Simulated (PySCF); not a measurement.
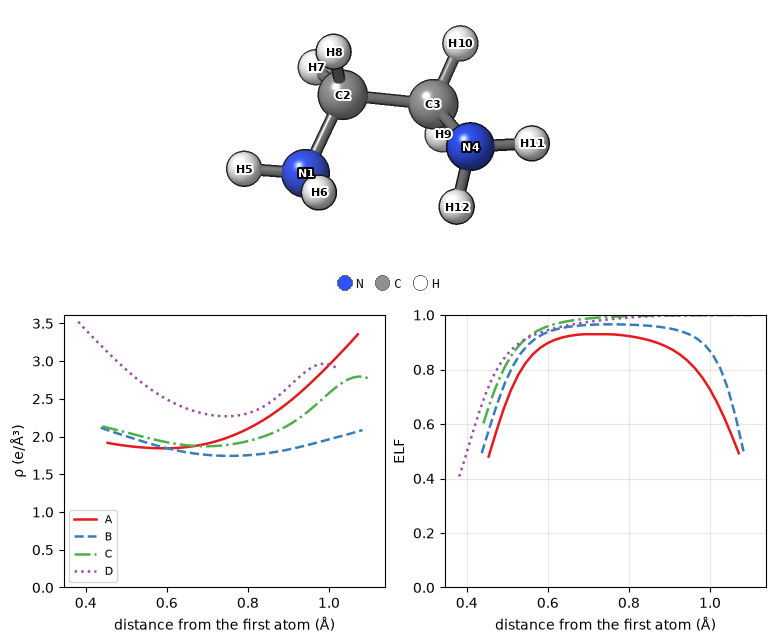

Figure. C2H8N2 (ethylenediamine). Electron density and electron localisation function along straight lines between neighbouring atoms. The curves leave out the atomic cores. The structure is drawn too.

Geometry: PBE0-D3(BJ)/def2-SVP.

Method: PySCF, DFT single point, gas phase, functional wB97X.

The calculation's input:

```
{"job": {"kind": "sp", "xc": "wB97X", "basis": "def2-TZVP", "d3": "d3bj", "grid": 2}, "charge": 0, "multiplicity": 1}
N      0.896445    -1.229704     0.433676
C      0.795859     0.216144     0.532547
C     -0.632504     0.667616     0.276638
N     -1.091908     0.187221    -1.014939
H      1.795126    -1.549378     0.786896
H      0.876433    -1.495951    -0.549734
H      1.082953     0.522637     1.552039
H      1.464139     0.758841    -0.168681
H     -1.262424     0.332530     1.127476
H     -0.657004     1.769980     0.273682
H     -1.970268     0.632647    -1.269204
H     -1.298770    -0.808004    -0.942187
```

Command:

```sh
OMP_NUM_THREADS=1 python redox_run.py task.json out
```

Question: Which curve belongs to which contact (C–C, C–H, C–N and N–H)? The first atom named is at distance zero.

Answer: Curve A: C–N (1.45 Å): ρ is about 1.9 e/Å³ halfway; the ELF peaks at about 0.95 between the atoms (localised, covalent bonding). Curve B: C–C (1.52 Å): ρ is about 1.7 e/Å³ halfway; the ELF peaks at about 0.95 between the atoms, as expected for localised, covalent bonding. Curve C: C–H (1.10 Å): ρ is about 2 e/Å³ halfway; the ELF climbs to about 1 towards the hydrogen, as it does in any bond to H: an ordinary covalent bond to hydrogen. Curve D: N–H (1.02 Å): ρ is about 2.8 e/Å³ halfway; the ELF climbs to about 1 towards the hydrogen: an ordinary covalent bond to hydrogen.
